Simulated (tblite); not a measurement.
Run report: GaHCl₃ (charge +1), geometry relaxation (part 2 of 2)

GaHCl₃, charge +1; GFN2-xTB geometry optimisation, gas phase (tblite 0.8.0). 

Geometry of the input (Å):
```
Cl -0.7244  1.9722  -0.0200
Ga -0.0018  0.0051  -0.0363
Cl 2.1194  -0.3496  0.0344
Cl -1.3584  -1.6104  -0.0731
H  -1.2187  3.2318  0.1232
```

Trajectory as extended XYZ, continued
```
5
Properties=species:S:1:pos:R:3:forces:R:3 step=37 energy=-409.50243
Cl   -0.5223    2.1529   -0.4987    0.0270  -0.0520   0.0500
Ga    0.0869   -0.1416    0.0037    0.0510   0.0250  -0.0850
Cl    2.1534   -0.1097    0.0986   -0.0350  -0.0200   0.0150
Cl   -1.6252   -1.3002    0.0173    0.0060   0.0340   0.0350
H    -1.2768    2.6477    0.4073   -0.0500   0.0130  -0.0160
5
Properties=species:S:1:pos:R:3:forces:R:3 step=38 energy=-409.50584
Cl   -0.5341    2.1520   -0.4977    0.0840  -0.0270   0.0080
Ga    0.1120   -0.1249   -0.0024    0.0090  -0.0040  -0.0620
Cl    2.1753   -0.1465    0.0998   -0.0210  -0.0010   0.0050
Cl   -1.6266   -1.2453    0.0245    0.0070   0.0060   0.0330
H    -1.3106    2.6138    0.4040   -0.0800   0.0270   0.0160
5
Properties=species:S:1:pos:R:3:forces:R:3 step=39 energy=-409.50668
Cl   -0.5385    2.1522   -0.4956    0.0690   0.0080   0.0290
Ga    0.1213   -0.1183   -0.0089   -0.0100  -0.0180  -0.0400
Cl    2.1821   -0.1641    0.1013   -0.0070   0.0080  -0.0040
Cl   -1.6235   -1.2288    0.0286    0.0010  -0.0040   0.0280
H    -1.3254    2.6082    0.4028   -0.0530   0.0060  -0.0130
5
Properties=species:S:1:pos:R:3:forces:R:3 step=40 energy=-409.50710
Cl   -0.5417    2.1490   -0.4863    0.0900   0.0090  -0.0010
Ga    0.1247   -0.1215   -0.0161   -0.0330  -0.0200  -0.0140
Cl    2.1834   -0.1703    0.1021    0.0110   0.0120  -0.0120
Cl   -1.6198   -1.2320    0.0298   -0.0020  -0.0070   0.0190
H    -1.3305    2.6239    0.3986   -0.0670   0.0060   0.0080
5
Properties=species:S:1:pos:R:3:forces:R:3 step=41 energy=-409.50740
Cl   -0.5401    2.1494   -0.4850    0.0430   0.0370   0.0510
Ga    0.1257   -0.1230   -0.0203   -0.0390  -0.0170  -0.0020
Cl    2.1839   -0.1723    0.1030    0.0140   0.0130  -0.0170
Cl   -1.6192   -1.2328    0.0318    0.0000  -0.0060   0.0140
H    -1.3343    2.6277    0.3987   -0.0170  -0.0260  -0.0460
5
Properties=species:S:1:pos:R:3:forces:R:3 step=42 energy=-409.50772
Cl   -0.5373    2.1486   -0.4818    0.0310   0.0390   0.0600
Ga    0.1238   -0.1275   -0.0220   -0.0250  -0.0070   0.0050
Cl    2.1831   -0.1680    0.1027    0.0040   0.0100  -0.0190
Cl   -1.6200   -1.2381    0.0321   -0.0030  -0.0070   0.0110
H    -1.3335    2.6340    0.3972   -0.0070  -0.0340  -0.0570
5
Properties=species:S:1:pos:R:3:forces:R:3 step=43 energy=-409.50864
Cl   -0.5266    2.1474   -0.4726    0.0080   0.0430   0.0780
Ga    0.1198   -0.1389   -0.0251    0.0360   0.0260   0.0170
Cl    2.1831   -0.1566    0.1005   -0.0410  -0.0010  -0.0260
Cl   -1.6248   -1.2447    0.0338   -0.0160  -0.0190   0.0070
H    -1.3355    2.6418    0.3916    0.0130  -0.0490  -0.0760
5
Properties=species:S:1:pos:R:3:forces:R:3 step=44 energy=-409.50969
Cl   -0.5147    2.1491   -0.4633   -0.0050   0.0440   0.0870
Ga    0.1189   -0.1449   -0.0276    0.0930   0.0530   0.0270
Cl    2.1856   -0.1522    0.0972   -0.0800  -0.0100  -0.0310
Cl   -1.6291   -1.2415    0.0373   -0.0320  -0.0330   0.0040
H    -1.3447    2.6385    0.3846    0.0240  -0.0550  -0.0860
5
Properties=species:S:1:pos:R:3:forces:R:3 step=45 energy=-409.51265
Cl   -0.4784    2.1602   -0.4355   -0.0770   0.0640   0.1410
Ga    0.1218   -0.1521   -0.0340    0.2080   0.1090   0.0500
Cl    2.1953   -0.1531    0.0858   -0.1600  -0.0260  -0.0450
Cl   -1.6396   -1.2194    0.0505   -0.0640  -0.0650  -0.0030
H    -1.3830    2.6134    0.3613    0.0920  -0.0820  -0.1430
5
Properties=species:S:1:pos:R:3:forces:R:3 step=46 energy=-409.51612
Cl   -0.4413    2.1752   -0.4015   -0.1800   0.0840   0.1990
Ga    0.1254   -0.1520   -0.0371    0.2690   0.1380   0.0600
Cl    2.2024   -0.1613    0.0708   -0.1950  -0.0350  -0.0510
Cl   -1.6461   -1.1974    0.0636   -0.0830  -0.0810  -0.0070
H    -1.4244    2.5846    0.3324    0.1890  -0.1060  -0.2010
5
Properties=species:S:1:pos:R:3:forces:R:3 step=47 energy=-409.52389
Cl   -0.4003    2.1950   -0.3504   -0.2510   0.0790   0.2020
Ga    0.1273   -0.1436   -0.0325    0.2620   0.1320   0.0490
Cl    2.2033   -0.1752    0.0471   -0.1670  -0.0370  -0.0430
Cl   -1.6470   -1.1824    0.0745   -0.0890  -0.0750  -0.0050
H    -1.4673    2.5553    0.2895    0.2450  -0.0990  -0.2020
5
Properties=species:S:1:pos:R:3:forces:R:3 step=48 energy=-409.53769
Cl   -0.3714    2.2171   -0.2823   -0.0330   0.0160   0.0570
Ga    0.1300   -0.1178   -0.0131    0.0840   0.0280   0.0040
Cl    2.1944   -0.2022    0.0141   -0.0250  -0.0200  -0.0170
Cl   -1.6367   -1.1812    0.0769   -0.0360  -0.0110   0.0070
H    -1.5004    2.5333    0.2326    0.0100  -0.0130  -0.0510
5
Properties=species:S:1:pos:R:3:forces:R:3 step=49 energy=-409.50388
Cl   -0.3108    2.2551   -0.1480   -1.1590   0.2080   0.2590
Ga    0.1606   -0.0894   -0.0048   -0.1240  -0.0740   0.0110
Cl    2.2134   -0.2701   -0.0412    0.0390  -0.0080  -0.0090
Cl   -1.6349   -1.1288    0.0983    0.1010   0.0730  -0.0040
H    -1.6123    2.4823    0.1238    1.1420  -0.2000  -0.2570
5
Properties=species:S:1:pos:R:3:forces:R:3 step=50 energy=-409.54151
Cl   -0.3741    2.2234   -0.2495    0.0480   0.0140   0.0230
Ga    0.1471   -0.1057   -0.0097   -0.0530  -0.0360   0.0060
Cl    2.2051   -0.2330    0.0017    0.0170  -0.0030  -0.0150
Cl   -1.6337   -1.1602    0.0792    0.0370   0.0310   0.0050
H    -1.5284    2.5246    0.2065   -0.0490  -0.0050  -0.0190
5
Properties=species:S:1:pos:R:3:forces:R:3 step=51 energy=-409.54342
Cl   -0.3661    2.2291   -0.2290   -0.0050   0.0250   0.0410
Ga    0.1480   -0.1021   -0.0052   -0.0340  -0.0270  -0.0050
Cl    2.2047   -0.2409   -0.0078    0.0240   0.0000  -0.0100
Cl   -1.6306   -1.1562    0.0804    0.0110   0.0190   0.0100
H    -1.5400    2.5191    0.1897    0.0030  -0.0170  -0.0360
5
Properties=species:S:1:pos:R:3:forces:R:3 step=52 energy=-409.53311
Cl   -0.3253    2.2554   -0.0942   -0.7380   0.1420   0.1260
Ga    0.1656   -0.0891    0.0233   -0.0620  -0.0220  -0.0660
Cl    2.2141   -0.2843   -0.0672    0.0460   0.0080   0.0210
Cl   -1.6261   -1.1234    0.0854    0.0100   0.0190   0.0290
H    -1.6124    2.4904    0.0809    0.7450  -0.1460  -0.1100
5
Properties=species:S:1:pos:R:3:forces:R:3 step=53 energy=-409.54558
Cl   -0.3594    2.2347   -0.1990   -0.0010   0.0210   0.0390
Ga    0.1523   -0.0991    0.0036   -0.0310  -0.0200  -0.0260
Cl    2.2075   -0.2506   -0.0218    0.0270   0.0030   0.0000
Cl   -1.6298   -1.1466    0.0804    0.0020   0.0120   0.0170
H    -1.5546    2.5108    0.1650    0.0040  -0.0160  -0.0300
5
Properties=species:S:1:pos:R:3:forces:R:3 step=54 energy=-409.54667
Cl   -0.3552    2.2369   -0.1788   -0.0340   0.0270   0.0460
Ga    0.1548   -0.0989    0.0075   -0.0310  -0.0170  -0.0340
Cl    2.2094   -0.2555   -0.0302    0.0250   0.0040   0.0040
Cl   -1.6298   -1.1425    0.0806    0.0000   0.0100   0.0200
H    -1.5633    2.5092    0.1492    0.0390  -0.0240  -0.0360
5
Properties=species:S:1:pos:R:3:forces:R:3 step=55 energy=-409.54671
Cl   -0.3387    2.2433   -0.0999   -0.2970   0.0790   0.0710
Ga    0.1612   -0.1002    0.0217   -0.0150  -0.0050  -0.0650
Cl    2.2144   -0.2698   -0.0623    0.0110   0.0080   0.0210
Cl   -1.6291   -1.1332    0.0805   -0.0090   0.0010   0.0290
H    -1.5918    2.5089    0.0882    0.3100  -0.0840  -0.0570
5
Properties=species:S:1:pos:R:3:forces:R:3 step=56 energy=-409.54809
Cl   -0.3487    2.2388   -0.1417   -0.0630   0.0340   0.0460
Ga    0.1577   -0.1002    0.0147   -0.0220  -0.0120  -0.0500
Cl    2.2122   -0.2608   -0.0454    0.0150   0.0060   0.0130
Cl   -1.6304   -1.1376    0.0801   -0.0030   0.0050   0.0250
H    -1.5748    2.5089    0.1205    0.0730  -0.0330  -0.0340
5
Properties=species:S:1:pos:R:3:forces:R:3 step=57 energy=-409.54845
Cl   -0.3468    2.2387   -0.1289   -0.0700   0.0370   0.0440
Ga    0.1582   -0.1015    0.0163   -0.0190  -0.0100  -0.0530
Cl    2.2127   -0.2614   -0.0501    0.0120   0.0060   0.0150
Cl   -1.6308   -1.1373    0.0799   -0.0040   0.0030   0.0260
H    -1.5774    2.5105    0.1109    0.0810  -0.0360  -0.0320
5
Properties=species:S:1:pos:R:3:forces:R:3 step=58 energy=-409.54917
Cl   -0.3408    2.2372   -0.0860   -0.1080   0.0490   0.0380
Ga    0.1588   -0.1063    0.0206   -0.0040  -0.0040  -0.0600
Cl    2.2142   -0.2613   -0.0654   -0.0030   0.0050   0.0210
Cl   -1.6325   -1.1376    0.0796   -0.0060  -0.0020   0.0270
H    -1.5837    2.5170    0.0794    0.1220  -0.0480  -0.0250
5
Properties=species:S:1:pos:R:3:forces:R:3 step=59 energy=-409.54957
Cl   -0.3407    2.2361   -0.0794   -0.0610   0.0410   0.0290
Ga    0.1583   -0.1074    0.0203    0.0000  -0.0050  -0.0590
Cl    2.2141   -0.2595   -0.0673   -0.0080   0.0040   0.0200
Cl   -1.6335   -1.1380    0.0798   -0.0060  -0.0030   0.0260
H    -1.5822    2.5179    0.0748    0.0740  -0.0380  -0.0170
5
Properties=species:S:1:pos:R:3:forces:R:3 step=60 energy=-409.55024
Cl   -0.3384    2.2344   -0.0538    0.0050   0.0300   0.0150
Ga    0.1568   -0.1103    0.0183    0.0080  -0.0040  -0.0510
Cl    2.2133   -0.2562   -0.0747   -0.0150   0.0020   0.0190
Cl   -1.6356   -1.1392    0.0817   -0.0050  -0.0050   0.0220
H    -1.5801    2.5203    0.0567    0.0080  -0.0240  -0.0050
5
Properties=species:S:1:pos:R:3:forces:R:3 step=61 energy=-409.55071
Cl   -0.3351    2.2353   -0.0287    0.0090   0.0280   0.0080
Ga    0.1557   -0.1106    0.0161    0.0120  -0.0040  -0.0420
Cl    2.2124   -0.2557   -0.0823   -0.0180   0.0010   0.0170
Cl   -1.6370   -1.1387    0.0846   -0.0040  -0.0040   0.0170
H    -1.5800    2.5188    0.0385    0.0010  -0.0210  -0.0010
5
Properties=species:S:1:pos:R:3:forces:R:3 step=62 energy=-409.55127
Cl   -0.3312    2.2401   -0.0022    0.0390   0.0170   0.0000
Ga    0.1549   -0.1066    0.0109    0.0070  -0.0080  -0.0240
Cl    2.2106   -0.2580   -0.0899   -0.0140   0.0000   0.0110
Cl   -1.6386   -1.1336    0.0909    0.0010   0.0000   0.0090
H    -1.5797    2.5071    0.0185   -0.0340  -0.0080   0.0040
5
Properties=species:S:1:pos:R:3:forces:R:3 step=63 energy=-409.55148
Cl   -0.3275    2.2462    0.0172   -0.0090   0.0180  -0.0050
Ga    0.1556   -0.1016    0.0085    0.0030  -0.0080  -0.0130
Cl    2.2100   -0.2627   -0.0965   -0.0090  -0.0010   0.0080
Cl   -1.6396   -1.1257    0.0961    0.0030   0.0020   0.0040
H    -1.5826    2.4928    0.0029    0.0110  -0.0110   0.0070
5
Properties=species:S:1:pos:R:3:forces:R:3 step=64 energy=-409.55164
Cl   -0.3274    2.2540    0.0086    0.0700  -0.0070  -0.0050
Ga    0.1571   -0.0934    0.0046   -0.0060  -0.0090  -0.0010
Cl    2.2096   -0.2691   -0.0937    0.0020   0.0000   0.0020
Cl   -1.6394   -1.1153    0.1012    0.0050   0.0040  -0.0010
H    -1.5839    2.4729    0.0075   -0.0710   0.0110   0.0050
5
Properties=species:S:1:pos:R:3:forces:R:3 step=65 energy=-409.55177
Cl   -0.3276    2.2544    0.0033    0.0360  -0.0020  -0.0040
Ga    0.1581   -0.0934    0.0061   -0.0040  -0.0050  -0.0060
Cl    2.2105   -0.2703   -0.0926    0.0010   0.0010   0.0040
Cl   -1.6391   -1.1138    0.1003    0.0030   0.0020   0.0020
H    -1.5859    2.4721    0.0110   -0.0360   0.0050   0.0040
5
Properties=species:S:1:pos:R:3:forces:R:3 step=66 energy=-409.55188
Cl   -0.3285    2.2556   -0.0133   -0.0040   0.0000   0.0000
Ga    0.1596   -0.0931    0.0068   -0.0040   0.0020  -0.0100
Cl    2.2119   -0.2723   -0.0875    0.0030   0.0010   0.0050
Cl   -1.6382   -1.1116    0.0995   -0.0020  -0.0020   0.0040
H    -1.5888    2.4705    0.0228    0.0060  -0.0020   0.0010
5
Properties=species:S:1:pos:R:3:forces:R:3 step=67 energy=-409.55190
Cl   -0.3283    2.2561   -0.0162   -0.0030  -0.0010   0.0000
Ga    0.1594   -0.0927    0.0053   -0.0030   0.0020  -0.0060
Cl    2.2118   -0.2723   -0.0861    0.0030   0.0010   0.0030
Cl   -1.6383   -1.1114    0.1002   -0.0020  -0.0010   0.0030
H    -1.5887    2.4694    0.0250    0.0060  -0.0010   0.0010
```

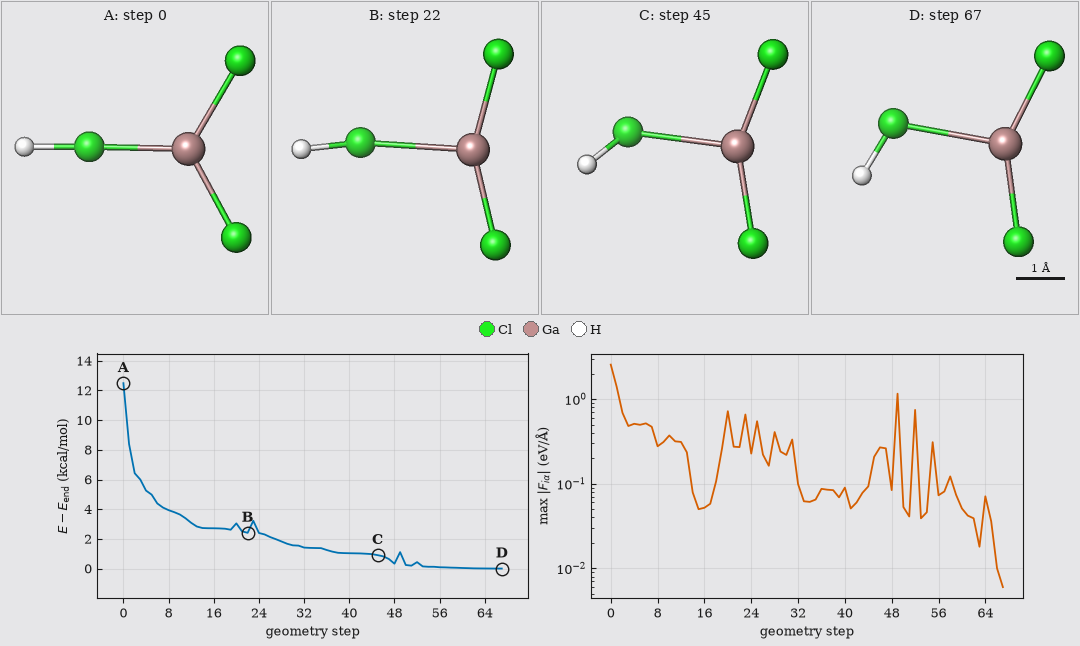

Figure 1. Frames of the relaxation (ball-and-stick view, seen on its broad side) above the curves, on which the letters mark them (steps are counted from 0).

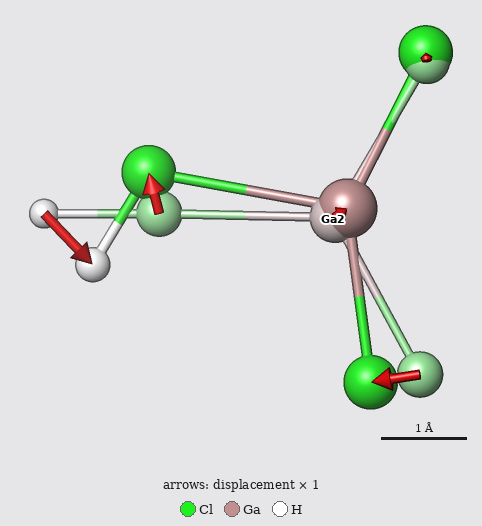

Figure 2. Start (faint) and end (solid) with the displacements as red arrows, at true length (ball-and-stick view, seen on its broad side). The two geometries are laid on each other by the best rigid fit. H5 moves most after the best rigid fit: 0.83 Å. Largest moves by element: H 0.83 Å, Cl 0.59 Å, Ga 0.19 Å. Among the contacts that change: Cl1–Ga2 2.096 → 2.399 Å, Ga2–Cl3 2.152 → 2.062 Å, Cl1–H5 1.361 → 1.279 Å, Ga2–Cl4 2.110 → 2.068 Å. Among the angles that change: Ga2–Cl1–H5 174.3° → 111.3°, Cl3–Ga2–Cl4 120.5° → 145.5°, Cl1–Ga2–Cl3 119.6° → 106.7°. After 67 geometry steps the energy has fallen by 12.5 kcal/mol. Largest force component: 2.6 eV/Å at the start, 0.006 eV/Å at the end. (Atoms are counted from 1 in the order of the input.)

Key numbers

```csv
quantity,value
outcome,converged
total energy,−409.5519 eV
hardware,"1 CPU thread, shared host"
wall time,0.99 s
peak memory,0.34 GiB
```
